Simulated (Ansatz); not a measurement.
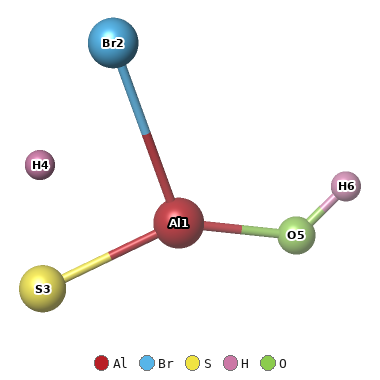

The system is the reacting system AlBrH₂OS (fragments AlBrH₂OS where the first distance is long, AlHOS + BrH where the second is long); the picture shows the reference structure. Coordinates scanned: (1) distance Br2–H4 (bond that forms); (2) distance S3–H4 (bond that breaks). Relaxed at each point: all other coordinates. The scan uses a 13 × 13 grid. Points are written as (first, second). Energies: kJ/mol, counted from the lowest grid point. The reference is spin-restricted, so regions where a bond is pulled apart into radicals lie too high. These are results of Ansatz, RKS PBE-D4/def2-SVP, not measurements.

Its coordinates:

```yaml
atoms:
  - { symbol: Al, position_ang: [-0.4138, 0.2722, 0.0668] }
  - { symbol: Br, position_ang: [1.8759, -1.2621, -0.5019] }
  - { symbol: S, position_ang: [-0.9958, 0.4235, -1.9521] }
  - { symbol: H, position_ang: [0.5104, -0.5222, -1.7533] }
  - { symbol: O, position_ang: [-0.7499, 0.6653, 1.6801] }
  - { symbol: H, position_ang: [-0.2266, 0.4233, 2.4604] }
```

Range: distance Br2–H4 (bond that forms) from 1.359 to 3.159 Å; distance S3–H4 (bond that breaks) from 1.224 to 3.024 Å.

What landscape does the calculation give?

The lowest grid point is at (3.159 Å, 1.416 Å). It lies at the edge of the scanned range, so the true minimum may lie outside. The highest grid point, (1.359 Å, 1.224 Å), lies 543 kJ/mol above the lowest.

```
second ↓, first →  1.359  1.440  1.551  1.677  1.815  1.962  2.116  2.277  2.443  2.615  2.792  2.973  3.159
            3.024    236    226    234    261    293    323    348    369    386    399    409    417    422
            2.838    234    222    228    250    278    304    326    345    360    373    382    389    393
            2.657    232    218    221    237    259    281    300    317    331    342    350    356    360
            2.480    230    213    211    222    238    255    270    285    297    306    313    318    321
            2.308    230    209    200    204    214    226    238    249    258    265    271    274    276
            2.142    232    205    189    186    189    196    202    209    215    220    224    225    227
            1.981    238    205    180    167    163    163    165    167    170    171    172    173    173
            1.827    250    209    174    151    138    131    127    125    123    121    120    119    119
            1.680    272    221    174    140    118    102     92     84     79     74     71     69     67
            1.542    311    247    186    140    106     83     65     53     43     36     30     27     24
            1.416    370    293    217    157    112     79     56     38     25     15      8      3      0
            1.305    453    363    271    197    142    101     71     49     33     21     12      6      2
            1.224    543    441    337    252    188    140    106     81     62     49     39     32     28
```

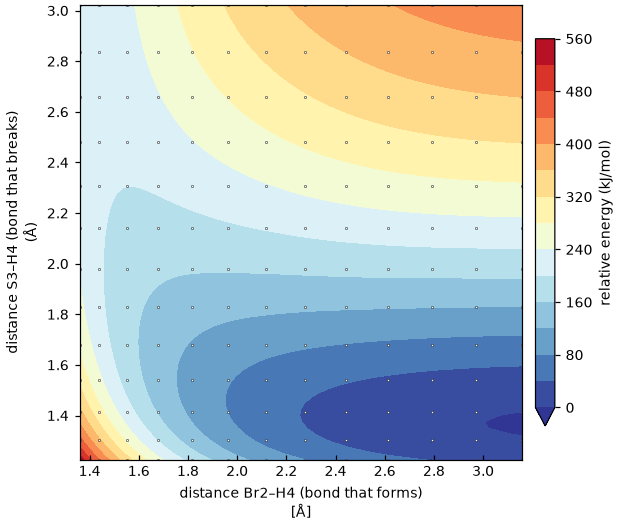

In the figure: filled contours, dots at the grid points. Between grid points the surface is interpolated.

Each point was launched as `ansatz run input.yaml --threads 1 --pin off --max-ram 2560MiB --backend cpu --events-out ev --progress --plain --runs-dir out`. The whole map (169 points run) took 32 min on 1 thread of Intel(R) Xeon(R) Platinum 8259CL CPU @ 2.50GHz (Skylake/Cascade Lake), with other jobs on the host.
